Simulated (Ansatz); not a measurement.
# GaF (SMILES [F][Ga]): PBE0/STO-3G

What is the energy change on altering one bond length of GaF at PBE0/STO-3G? 

Program for the calculation: Ansatz 0.2.0.

56 further runs of the same task are left out: 29 that didn't finish, 27 set aside as unsound or not needed.

**1. The structure to begin with**

The species is GaF (2 atoms), meant as a singlet with charge 0. SMILES: `[F][Ga]`. The shape is that of a PBE0-D4/def2-TZVP optimisation.

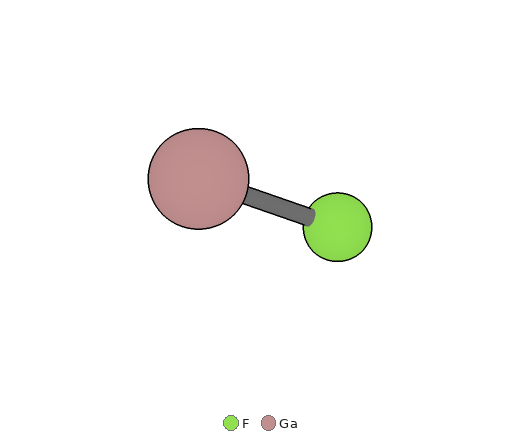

The structure, seen from a chosen angle (fluorine green, gallium pink).

**2. The energy at PBE0/STO-3G**

input.yaml reads:

```yaml
crystal:
  periodic: [false, false, false]
  atoms:
    - {symbol: F, position_ang: [0.000000, -0.000000, 0.006300]}
    - {symbol: Ga, position_ang: [-0.000000, 0.000000, 1.792850]}
basis:
  gaussian: {orbitals: STO-3G}
hamiltonian: {xc: pbe0}
accuracy: high
```

Started as:

```console
$ ansatz run input.yaml --threads 1 --pin off --max-ram 3480MiB --events-out events.jsonl --progress --plain --runs-dir runs
```

What it wrote:

```text
Warning: RAYON_NUM_THREADS=1 ignored (pool sized by the plan → 1); use --threads N
Functional definition: PBE0
  name "PBE0"
  parameter a = 0.25
  parameter kappa = 0.804
  parameter beta = 0.06672455060314922
  exchange = (1 - a)*pbe_x(kappa = kappa, mu = beta*pi^2/3) + a*exact_x
  correlation = pbe_c(beta = beta)
297 factors; integrals over basis functions are off by at most 9.1e-8 eV
mean field evaluation 1: about -54123.7140 eV, gradient 1.2e2 eV
mean field evaluation 2: about -54165.7152 eV, gradient 1.1e2 eV
mean field evaluation 4: about -54426.2946 eV, gradient 1.9e1 eV
mean field evaluation 8: about -54426.2949 eV, gradient 1.9e1 eV
mean field evaluation 16: about -54430.0646 eV, gradient 5.7e-2 eV
mean field evaluation 32: about -54430.0706 eV, gradient 9.0e-4 eV
mean field evaluation 64: about -54424.1457 eV, gradient 1.4e1 eV
mean field evaluation 96: about -54430.0363 eV, gradient 4.9e-1 eV
mean field evaluation 128: about -54430.0658 eV, gradient 6.7e-2 eV
mean field evaluation 160: about -54430.0682 eV, gradient 1.1e-1 eV
mean field evaluation 192: about -54412.8376 eV, gradient 1.7e1 eV
mean field evaluation 224: about -54430.0705 eV, gradient 9.2e-2 eV
mean field evaluation 256: about -54429.1385 eV, gradient 9.5e0 eV
mean field evaluation 288: about -54430.0705 eV, gradient 1.1e-2 eV
mean field -54430.07059079 eV, -2000.2682001845 hartree, gradient 7.5e-8 eV, S^2 0.000000; 14 other end points of the search recorded, 0 dependent functions left out
reference -54430.07059195 eV, -2000.2682002273 hartree; 20, 20 occupied and 3, 3 virtual orbitals, 297 factors
Total energy: -54430.07059195 eV, -2000.2682002273 hartree
```

Wall time 15 s (1 thread of Arm Neoverse V1, shared host).

**3. The distorted shape**

molecule.yaml reads:

```yaml
crystal:
  periodic: [false, false, false]
  atoms:
    - {symbol: F, position_ang: [0.000000, -0.000000, -0.440350]}
    - {symbol: Ga, position_ang: [-0.000000, 0.000000, 1.792850]}
basis:
  gaussian: {orbitals: STO-3G}
hamiltonian: {xc: {name: PBE0}}
accuracy: high
```

Started as:

```console
$ ansatz run molecule.yaml --threads 1 --pin off --max-ram 3480MiB --events-out events.jsonl --progress --plain --runs-dir runs
```

What it wrote:

```text
Warning: RAYON_NUM_THREADS=1 ignored (pool sized by the plan → 1); use --threads N
[... 7 set-up lines as earlier in the session ...]
286 factors; integrals over basis functions are off by at most 3.0e-8 eV
mean field evaluation 1: about -54107.1815 eV, gradient 1.8e1 eV
mean field evaluation 2: about -54137.1903 eV, gradient 5.6e1 eV
mean field evaluation 4: about -54411.4532 eV, gradient 5.3e1 eV
mean field evaluation 8: about -54414.4084 eV, gradient 5.1e1 eV
mean field evaluation 16: about -54427.6780 eV, gradient 2.1e0 eV
mean field evaluation 32: about -54427.7825 eV, gradient 1.2e0 eV
mean field evaluation 64: about -54408.8515 eV, gradient 2.9e0 eV
mean field evaluation 96: about -54411.8199 eV, gradient 4.3e1 eV
mean field evaluation 128: about -54427.5929 eV, gradient 2.7e0 eV
mean field evaluation 160: about -54427.7574 eV, gradient 2.4e0 eV
mean field evaluation 192: about -54420.5717 eV, gradient 3.0e0 eV
mean field evaluation 224: about -54426.3158 eV, gradient 1.9e1 eV
mean field evaluation 256: about -54427.7953 eV, gradient 1.3e-1 eV
mean field -54427.81446309 eV, -2000.1852890209 hartree, gradient 7.9e-8 eV, S^2 0.000000; 12 other end points of the search recorded, 0 dependent functions left out
reference -54427.81446424 eV, -2000.1852890631 hartree; 20, 20 occupied and 3, 3 virtual orbitals, 286 factors
Total energy: -54427.81446424 eV, -2000.1852890631 hartree
```

Run time: 10 s. Hardware: 1 thread of Arm Neoverse V1, shared host.

**4. Summary of results**

Level: PBE0/STO-3G.

```
                                                          quantity           value
                                         first shape: total energy  -2000.26820 Eh
                                     distorted shape: total energy  -2000.18529 Eh
energy change with the F1–Ga2 bond stretched from 1.787 to 2.233 Å        2.256 eV
```

**Reading.** With the F1–Ga2 bond stretched from 1.787 to 2.233 Å the energy rises by 2.26 eV (52 kcal/mol). The first shape isn't relaxed at this level, so the change isn't measured from a minimum. The minimal basis adds a large error of its own.
